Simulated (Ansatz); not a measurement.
Consider ClFH₂OSi.

Input

```
crystal:
  periodic: [false, false, false]
  atoms:
    - { symbol: Si, position_ang: [0.0, 0.0, 0.0] }
    - { symbol: F, position_ang: [0.0, 0.0, 1.59] }
    - { symbol: H, position_ang: [1.3768, 0.0, -0.4862] }
    - { symbol: O, position_ang: [-0.7913, 1.3709, -0.5594] }
    - { symbol: H, position_ang: [-1.7491, 1.1401, -0.7818] }
    - { symbol: Cl, position_ang: [-1.0032, -1.7381, -0.7093] }
basis:
  gaussian: { orbitals: "6-31G" }
hamiltonian:
  xc: pbe
relax:
  f_tol: 0.02
  max_steps: 40
output:
  orbitals: {}
```

Launched as:

```sh
ansatz run input.yaml --threads 1 --pin off --max-ram 2048MiB --backend cpu --events-out ev --progress --plain --runs-dir out
```

The fields are those of the run's last geometry, not of the input's.

All numbers below come from RKS PBE/6-31G in Ansatz 0.2.0.

**What will maps of the electron density and electron localisation function show?**

Si–F (1.70 Å): ρ is about 0.77 e/Å³ halfway; the ELF peaks at about 0.80 in the valence shell of F, 0.7 Å from its nucleus, and is about 0.35 at the midpoint.
Si–O (1.71 Å): the density is about 0.85 e/Å³ at the midpoint; the ELF peaks at about 0.85 between the atoms (a shared but strongly polarised pair).

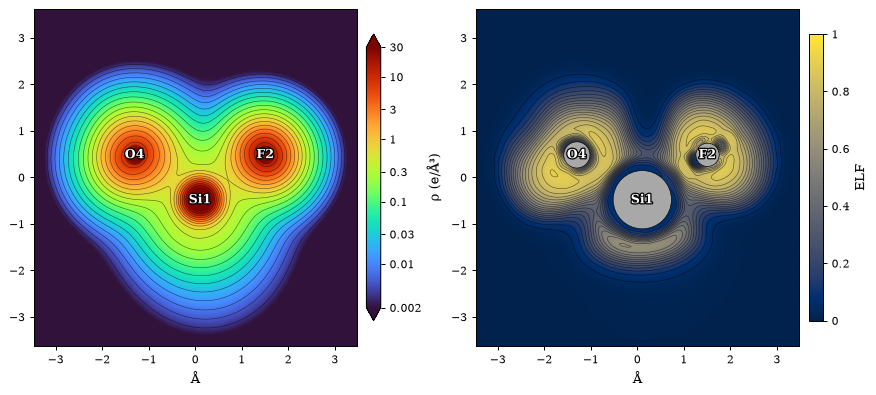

Computed electron density and electron localisation function on the plane of atoms F2, Si1 and O4, in this order. Grey discs cover the atomic cores in the ELF map. 
